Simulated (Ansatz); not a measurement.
# N2 (SMILES N#N) at 6 levels

Aim: a comparison of 6 runs (UHF/STO-3G, BLYP/STO-3G, UPBE0/STO-3G, r2SCAN/STO-3G, wB97X/STO-3G, RPA@PBE/STO-3G) of N2. 

The results are computed with Ansatz 0.2.0.

29 further runs of the same task are left out: 15 that didn't finish, 14 set aside as unsound or not needed.

**1. The system as given**

N2: 2 atoms, total charge 0, spin state singlet. SMILES: `N#N`. The N2–N1 distance was set to 2.724 Å, away from the relaxed value.

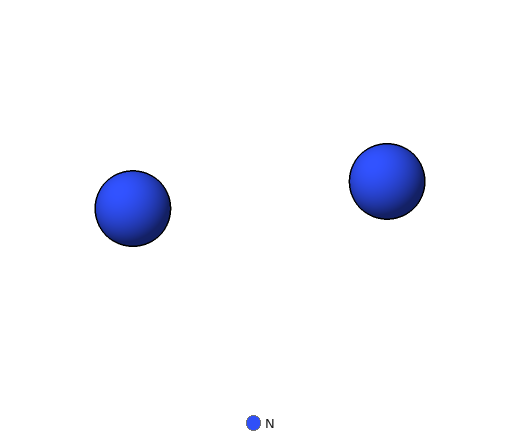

The structure, seen from a chosen angle (nitrogen blue).

**2. The energy at UHF/STO-3G (run 1)**

Input file input.yaml:

```yaml
crystal:
  periodic: [false, false, false]
  atoms:
    - {symbol: N, position_ang: [1.862003, -0.601201, 0.959202]}
    - {symbol: "N", position_ang: [-0.465500, 0.150300, -0.239800]}
basis:
  gaussian: {orbitals: STO-3G}
accuracy: high
hamiltonian: {xc: hf}
magnetization: {spin_polarized: true}
```

The run is started by

```sh
$ ansatz run input.yaml --threads 1 --pin off --max-ram 2610MiB --events-out events.jsonl --progress --plain --runs-dir runs
```

Standard output:

```text
Warning: RAYON_NUM_THREADS=1 ignored (pool sized by the plan → 1); use --threads N
Functional definition: HF
  name "HF"
  exchange = exact_x
  correlation = 0
143 factors; integrals over basis functions are off by at most 8.1e-9 eV
mean field evaluation 1: about -2899.1981 eV, gradient 1.4e0 eV
mean field evaluation 2: about -2899.1960 eV, gradient 1.4e0 eV
mean field evaluation 4: about -2899.2197 eV, gradient 4.8e-3 eV
mean field evaluation 8: about -2899.2197 eV, gradient 4.7e-8 eV
mean field evaluation 16: about -2923.0209 eV, gradient 5.8e0 eV
mean field evaluation 32: about -2904.2572 eV, gradient 9.9e0 eV
mean field -2923.53981222 eV, -107.4381064525 hartree, gradient 2.0e-8 eV, S^2 2.989811; 5 other end points of the search recorded, 0 dependent functions left out
reference -2923.53981222 eV, -107.4381064525 hartree; 7, 7 occupied and 3, 3 virtual orbitals, 143 factors
Total energy: -2923.53981222 eV, -107.4381064525 hartree
```

It took 0.14 s on 1 thread of Intel Xeon Platinum 8375C at 2.90GHz (Ice Lake), shared host.

**3. The energy at BLYP/STO-3G (run 2)**

Input file input.yaml:

```yaml
crystal:
  periodic: [false, false, false]
  atoms:
    - {symbol: "N", position_ang: [1.862003, -0.601201, 0.959202]}
    - {symbol: N, position_ang: [-0.465500, 0.150300, -0.239800]}
basis:
  gaussian:
    orbitals: STO-3G
accuracy: high
hamiltonian:
  xc: {name: BLYP}
```

The run is started by

```sh
$ ansatz run input.yaml --threads 1 --pin off --max-ram 2610MiB --events-out events.jsonl --progress --plain --runs-dir runs
```

Standard output:

```text
Warning: RAYON_NUM_THREADS=1 ignored (pool sized by the plan → 1); use --threads N
Functional definition: BLYP
  name "BLYP"
  parameter beta = 0.0042
  parameter a = 0.04918
  parameter b = 0.132
  parameter c = 0.2533
  parameter d = 0.349
  exchange = b88_x(beta = beta)
  correlation = lyp_c(a = a, b = b, c = c, d = d)
143 factors; integrals over basis functions are off by at most 8.1e-9 eV
mean field evaluation 1: about -2926.1201 eV, gradient 5.6e-1 eV
mean field evaluation 2: about -2926.1214 eV, gradient 2.7e-1 eV
mean field evaluation 4: about -2926.1078 eV, gradient 3.0e-2 eV
mean field evaluation 8: about -2926.1079 eV, gradient 2.2e-6 eV
mean field evaluation 16: about -2922.9655 eV, gradient 1.3e-9 eV
mean field evaluation 32: about -2925.2542 eV, gradient 2.7e-1 eV
mean field -2926.10785397 eV, -107.5324802462 hartree, gradient 6.5e-9 eV, S^2 0.000000; 5 other end points of the search recorded, 0 dependent functions left out
reference -2926.10788078 eV, -107.5324812315 hartree; 7, 7 occupied and 3, 3 virtual orbitals, 143 factors
Total energy: -2926.10788078 eV, -107.5324812315 hartree
```

Wall time 0.5 s (1 thread of Intel Xeon Platinum 8375C at 2.90GHz (Ice Lake), shared host).

Run 3 isn't shown in full; the table further down has it.

**4. The energy at r2SCAN/STO-3G (run 4)**

Input file molecule.yaml:

```yaml
crystal:
  periodic: [false, false, false]
  atoms:
    - {symbol: N, position_ang: [1.862003, -0.601201, 0.959202]}
    - {symbol: N, position_ang: [-0.465500, 0.150300, -0.239800]}
basis:
  gaussian:
    orbitals: STO-3G
hamiltonian:
  xc: {name: r2SCAN}
accuracy: high
```

The run is started by

```sh
$ ansatz run molecule.yaml --threads 1 --pin off --max-ram 2610MiB --events-out events.jsonl --progress --plain --runs-dir runs
```

Standard output:

```text
Warning: RAYON_NUM_THREADS=1 ignored (pool sized by the plan → 1); use --threads N
Functional definition: r2SCAN
  name "r2SCAN"
  parameter k0 = 0.174
  parameter k1 = 0.065
  parameter a1 = 4.9479
  exchange = r2scan_x(k0 = k0, k1 = k1, a1 = a1)
  correlation = r2scan_c
143 factors; integrals over basis functions are off by at most 8.1e-9 eV
mean field evaluation 1: about -2924.1277 eV, gradient 4.1e-1 eV
mean field evaluation 2: about -2924.1284 eV, gradient 1.7e-1 eV
mean field evaluation 4: about -2924.1286 eV, gradient 5.9e-2 eV
mean field evaluation 8: about -2924.1122 eV, gradient 1.6e-3 eV
mean field evaluation 16: about -2924.1122 eV, gradient 3.2e-8 eV
mean field evaluation 32: about -2923.2114 eV, gradient 2.0e-1 eV
mean field evaluation 64: about -2923.2116 eV, gradient 1.2e-4 eV
mean field -2924.11216116 eV, -107.4591398883 hartree, gradient 4.4e-11 eV, S^2 0.000000; 7 other end points of the search recorded, 0 dependent functions left out
reference -2924.11216131 eV, -107.4591398937 hartree; 7, 7 occupied and 3, 3 virtual orbitals, 143 factors
Total energy: -2924.11216131 eV, -107.4591398937 hartree
```

Run time: 1.8 s. Hardware: 1 thread of Intel Xeon Platinum 8375C at 2.90GHz (Ice Lake), shared host; peak memory 0.11 GiB.

Run 5 isn't shown in full; the table further down has it.

**5. A single-point energy at RPA@PBE/STO-3G (run 6)**

Input file run.yaml:

```yaml
basis:
  gaussian: {orbitals: STO-3G}
crystal:
  periodic: [false, false, false]
  atoms:
    - {symbol: N, position_ang: [1.862003, -0.601201, 0.959202]}
    - {symbol: "N", position_ang: [-0.465500, 0.150300, -0.239800]}
hamiltonian: {xc: {name: PBE}}
correlation: {method: rpa, frozen_orbitals: {"N": 1}}
accuracy: high
```

The run is started by

```sh
$ ansatz run run.yaml --threads 1 --pin off --max-ram 2610MiB --events-out events.jsonl --progress --plain --runs-dir runs
```

Standard output, cut to the lines that bear on the results:

```text
Warning: RAYON_NUM_THREADS=1 ignored (pool sized by the plan → 1); use --threads N
Functional definition: PBE
  name "PBE"
[...]
143 factors; integrals over basis functions are off by at most 8.1e-9 eV
[...]
mean field -2923.29739299 eV, -107.4291977101 hartree, gradient 2.0e-10 eV, S^2 0.000000; 8 other end points of the search recorded, 0 dependent functions left out; unrestricted orbitals would lower it
unrestricted determinant -2919.08170603 eV, -107.2742740718 hartree, S^2 2.9864
2 core orbitals not correlated: weight in the atoms' cores, before any rotation towards them, 1.000 or more for the frozen orbitals, at most 0.000 for the correlated occupied ones
reference -2899.19267221 eV, -106.5433655604 hartree; 5, 5 occupied and 3, 3 virtual orbitals, 143 factors
Total energy: -2921.46458920 eV, -107.3618434131 hartree
```

Run time: 0.75 s. Hardware: 1 thread of Intel Xeon Platinum 8375C at 2.90GHz (Ice Lake), shared host.

**6. All runs side by side**

```
run           level  frozen core orbitals  energy (Eh)  wall time
  1      UHF/STO-3G                     –  -107.438106     0.14 s
  2     BLYP/STO-3G                     –  -107.532481      0.5 s
  3    UPBE0/STO-3G                     –  -107.680891      3.3 s
  4   r2SCAN/STO-3G                     –  -107.459140      1.8 s
  5    wB97X/STO-3G                     –  -107.430144      3.3 s
  6  RPA@PBE/STO-3G                     2  -107.361843     0.75 s
```

**7. What came out**

| quantity | value |
| --- | --- |
| run 6: total energy | -107.36184 Eh |
| run 6: RPA correlation energy (valence) | -818.5 mEh |

What this shows: Totals of different functionals can't be ranked against each other. In run 6 the log says that unrestricted orbitals would lower the reference, so the values rest on an unstable closed-shell determinant (other closed-shell runs at this shape may share the fault). In runs 1, 2, 3, 4, 5, 6 the basis is minimal, so the values are rough. In runs 2, 4, 5, 6 a closed-shell determinant meets a far-stretched bond, which it describes badly. Spin contamination of the reference: run 1 ⟨S²⟩ = 2.99, run 3 ⟨S²⟩ = 2.96. Where it is this large, the reference is a mixture of spin states, and values that rest on it are in doubt. All runs together took 9.8 s, the longest 3.3 s.
